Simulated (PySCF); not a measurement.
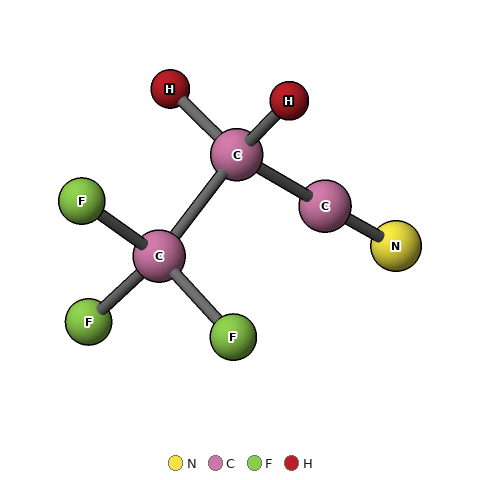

Structure of C₃H₂F₃N (CF3CH2CN), SMILES N#CCC(F)(F)F.

Vertical TDDFT excitations, ωB97X-D/def2-SVPD in PySCF 2.14.0, at a PBE0-D3(BJ)/def2-SVP geometry (no frequency check), gas phase.

Question: What does its absorption spectrum look like?

Answer: The lowest singlet lies at 7.61 eV (163 nm, f = 0.000); the brightest of the first 10 is S9 at 10.88 eV (114 nm), f = 0.446, mixed, the largest part being HOMO → LUMO+1 (25 %). No singlet lies below 3.1 eV (beyond 400 nm), so at this level no vertical transition falls in the visible.


| state | E (eV) | λ (nm) | f | main character |
| --- | --- | --- | --- | --- |
| S1 | 7.61 | 163 | 0.000 | HOMO → LUMO (52 %) |
| S2 | 8.04 | 154 | 0.003 | HOMO → LUMO+1 (44 %) |
| S3 | 8.12 | 153 | 0.001 | HOMO−1 → LUMO+1 (77 %) |
| S4 | 9.21 | 135 | 0.014 | HOMO−2 → LUMO (63 %) |
| S5 | 9.49 | 131 | 0.013 | HOMO−2 → LUMO+1 (90 %) |
| S6 | 9.59 | 129 | 0.018 | HOMO → LUMO+2 (55 %) |
| S7 | 9.66 | 128 | 0.035 | HOMO−1 → LUMO+2 (48 %) |
| S8 | 10.72 | 116 | 0.113 | HOMO−2 → LUMO+2 (52 %) |
| S9 | 10.88 | 114 | 0.446 | HOMO → LUMO+1 (25 %) |
| S10 | 11.30 | 110 | 0.056 | HOMO−3 → LUMO (32 %) |

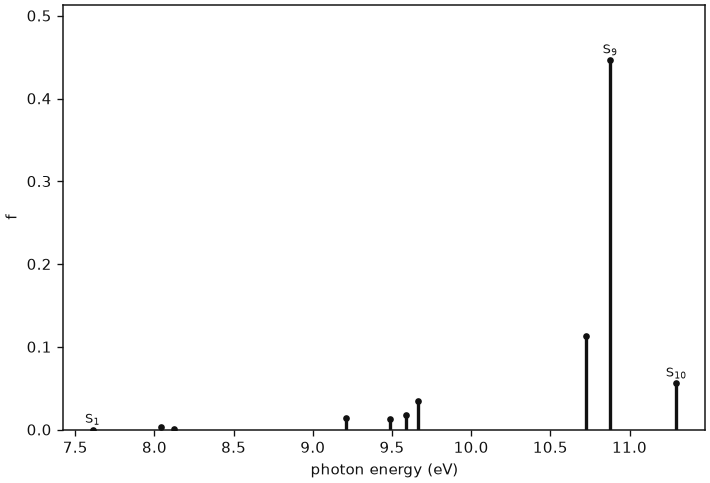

Only the first 10 singlet excitations are included.

Note: core orbitals are frozen in the response.
